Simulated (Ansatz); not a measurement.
# A computed series for PbS: pressure series

Start from PbS in the rock salt structure (space group Fm-3m, No. 225; a = 5.903 Å).

Cell and atoms are relaxed at each pressure.

Method: Ansatz (an electronic-structure program), PBEsol, PAW, cutoff 420 eV, no SOC.

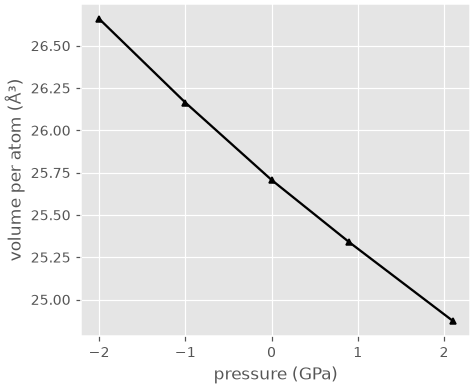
Fig. 1. Volume per atom against pressure

Task: From the plot, what is the volume per atom for pressure 0.9 GPa?

Result: About 25.3 Å³.

Task: Is the trend monotonic over the range shown?

Result: Yes, it falls throughout, spanning 24.87 Å³ to 26.66 Å³.

Load acts through the strain it causes; cell and atoms are relaxed under it. Whether these cells are dynamically stable was not tested.
